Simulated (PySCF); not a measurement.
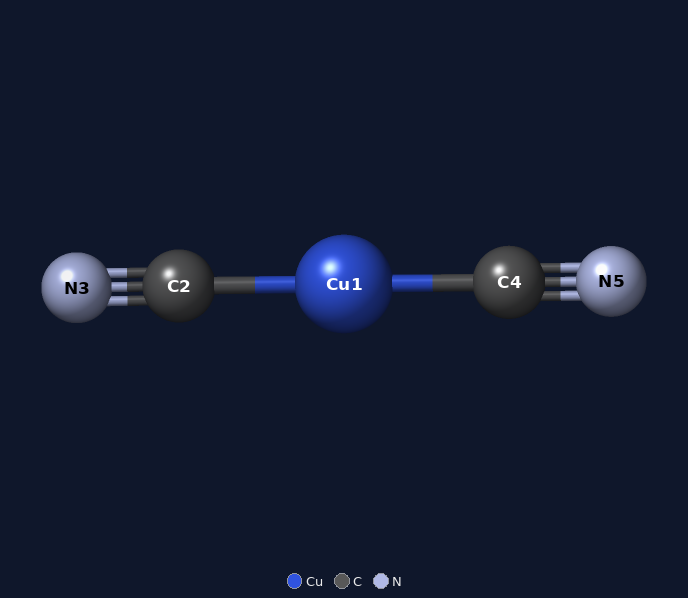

The species has charge −1 and is a spin singlet. The computed structure is the end point of a PBE0-D3(BJ)/def2-SVP optimisation. No frequency run is at hand to confirm it as a minimum. Properties computed with PBE/pcJ-1 (pcSseg-1 on Cu) indirect spin-spin coupling, non-relativistic, gas phase (PySCF 2.14.0). Isotopes: 13C, 15N.

Give the spin–spin coupling constants of these pairs, with the number of bonds between them: C2/N3, C4/N5, C2/C4.

| pair | bonds apart | J (Hz) |
| --- | --- | --- |
| C2, N3 | 1 | −6.2 |
| C4, N5 | 1 | −6.2 |
| C2, C4 | 2 | 26.2 |
